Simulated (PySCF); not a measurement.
Input file:

```
{"job": {"kind": "nmr", "xc": "PBE0", "basis": "pcSseg-1"}, "charge": 0, "multiplicity": 1}
C      3.053458     0.458968     0.038202
C      2.038389    -0.308933     0.389525
C      0.727483     0.202142     0.893365
C     -0.448016     0.035851    -0.106618
C     -0.611642    -1.445326    -0.469511
C     -0.120807     0.817660    -1.387208
B     -1.755155     0.668531     0.584292
N     -2.847608    -0.105230     0.909038
H      3.985514     0.051277    -0.317175
H      2.996813     1.533994     0.094424
H      2.135394    -1.384928     0.324688
H      0.471649    -0.332415     1.812826
H      0.823735     1.261882     1.135161
H      0.251406    -1.809872    -1.023239
H     -1.489252    -1.585635    -1.098646
H     -0.723421    -2.054863     0.425976
H      0.014195     1.873561    -1.165420
H     -0.932782     0.722777    -2.105821
H      0.793489     0.444556    -1.846616
H     -1.791139     1.813766     0.836824
H     -2.902134    -1.094515     0.730942
H     -3.679978     0.256139     1.344141
```

Command:

```sh
OMP_NUM_THREADS=1 python probes_run.py task.json out
```

Geometry: GFN2-xTB.

Level of theory: PBE0/pcSseg-1, SCF density, gas phase, non-relativistic (PySCF).

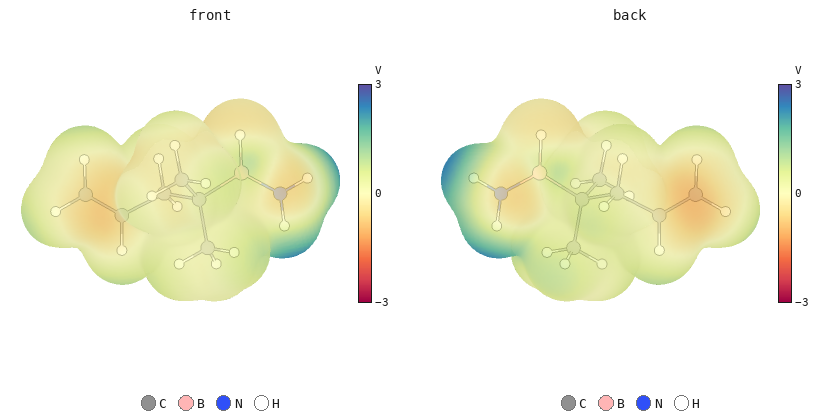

C$_{6}$H$_{14}$BN (SMILES C=CCC(C)(C)BN). The molecular electrostatic potential painted on the density surface at 0.004 e/bohr³, seen from the front and from behind; the colour scale runs from red (negative) to blue (positive).

Which sites attract a positive test charge, and which a negative one?

Answer. A positive charge is drawn to the negative regions and a negative charge to the positive ones. The most negative region (about −1.0 V, or −23 kcal/mol for a unit charge) lies over the π face of C1 and C2, the most positive (about +2.3 V, or +53 kcal/mol for a unit charge) over H21 and H22.
